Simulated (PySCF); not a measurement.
SMILES C[C]=NC(C)(C)C (C6H12N), doublet at its GFN2-xTB optimised geometry (Å):

```
19

C      1.6896     2.3742     3.8913
C      1.2514     1.7643     2.6256
N      0.6022     0.7238     2.4690
C      0.1565     0.1122     1.2449
C     -1.3764     0.1334     1.2617
C      0.6582    -1.3362     1.2630
C      0.6814     0.8390     0.0000
H      2.7691     2.5166     3.8622
H      1.4299     1.7719     4.7677
H      1.2268     3.3560     3.9846
H     -1.7468    -0.3574     2.1583
H     -1.7689    -0.3828     0.3894
H     -1.7373     1.1596     1.2558
H      0.2972    -1.8707     0.3882
H      1.7456    -1.3563     1.2639
H      0.3033    -1.8424     2.1572
H      0.3376     1.8707     0.0000
H      1.7689     0.8390     0.0000
H      0.3263     0.3455    -0.9009
```

Computed with unrestricted CAM-B3LYP/def2-SVP run with PySCF. Cells within 0.4 Å of a nucleus heavier than hydrogen are left out (blank, or x).

Map of the electrostatic potential (hartree/e), clipped to [-0.08, 0.12] on the plane z = 0.0 Å:

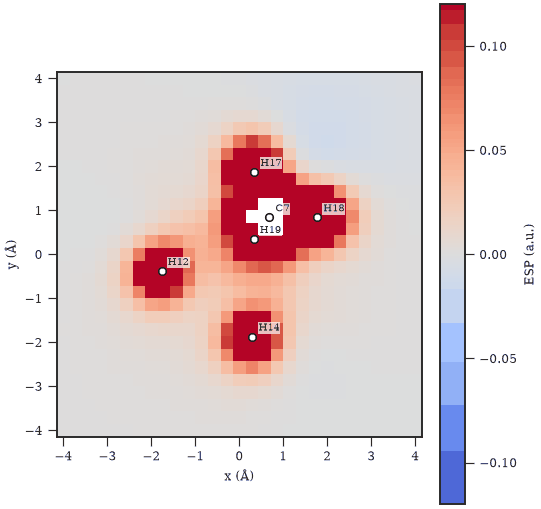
Figure: Electrostatic potential (hartree/e), clipped to [-0.08, 0.12] on the plane z = 0.0 Å.
